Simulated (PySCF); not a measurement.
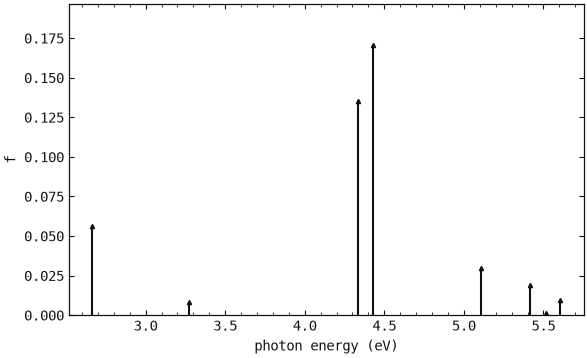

Vertical TDDFT excitations, B3LYP/def2-SVPD, PySCF 2.14.0, at a GFN2-xTB geometry (no frequency check), gas phase. The lowest 8 singlet states are shown.

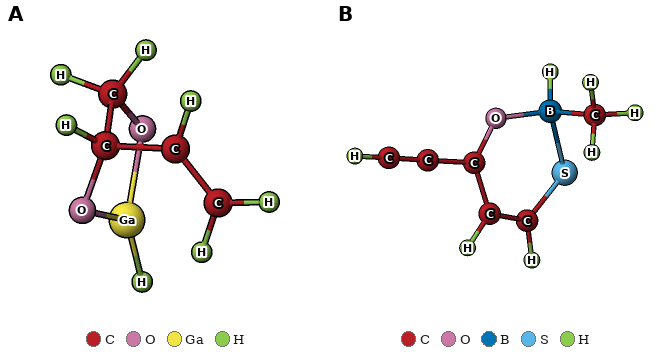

### Whose absorption spectrum is this? The candidates are drawn in the second picture.

Structure B, C₆H₇BOS, SMILES C#CC1=[O+][B@@H-](C)SC=C1. Its lowest singlet lies at 2.67 eV (f = 0.056) and the brightest of those computed is S4 at 4.43 eV (280 nm), f = 0.171, mainly HOMO−3 → LUMO (51 %).

Known limits of this run: the tight-binding geometry is rougher than a DFT one and adds to the error; core orbitals are frozen in the response.
